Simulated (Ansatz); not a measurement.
Band structure of MoOs (P-6m2, 2 atoms in the cell).

```yaml
crystal:
  lattice:
    - [2.77731, 0.00000, 0.00000]
    - [-1.38865, 2.40522, 0.00000]
    - [0.00000, 0.00000, 4.49985]
  atoms:
    - { symbol: Mo, position: [0.66667, 0.33333, 0.50000] }
    - { symbol: Os, position: [0.33333, 0.66667, 0.00000] }
```

Method: PBEsol, PAW files made with PBE (plane waves; Ansatz, a first-principles code).

Settings: kpoints.mp_grid.grid = 14 14 7; hamiltonian.xc = pbesol; hamiltonian.pseudopotentials = {kind: paw} (an earlier, softer set of the program's PAW files); scf.occupations.method = fermi_dirac; scf.occupations.width = 0.0037 Ry; kpoints.band_path.npoints = 8.

The starting cell comes from a database of computed structures (which also holds hypothetical and non-ambient phases and stackings), without a prior relaxation at this level. Its lattice was rescaled by a random factor within 2.5 % of one. Spin-orbit coupling is off. Spin polarisation is off.

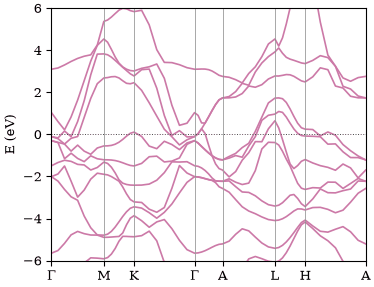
*Bands along the path, energies from the Fermi level.*

Levels in eV from the Fermi level, bands 12 to 18:
| point | 12 | 13 | 14 | 15 | 16 | 17 | 18 |
|---|---|---|---|---|---|---|---|
| Γ | -2.01 | -1.49 | -0.30 | -0.30 | -0.11 | -0.11 | 1.03 |
| M | -1.90 | -1.32 | -1.21 | -0.55 | 2.68 | 3.82 | 4.53 |
| K | -3.21 | -2.41 | -1.50 | 0.11 | 2.46 | 2.77 | 3.01 |
| A | -2.23 | -2.23 | -1.70 | -1.21 | -1.21 | 1.73 | 1.73 |
| L | -3.41 | -0.39 | 0.65 | 0.96 | 1.72 | 2.77 | 3.92 |
| H | -3.43 | -2.62 | -1.20 | -0.08 | 0.25 | 2.49 | 3.36 |

Bands cross the Fermi level along this path, so the cell is metallic at this level.

Keys are those of Ansatz 0.2.
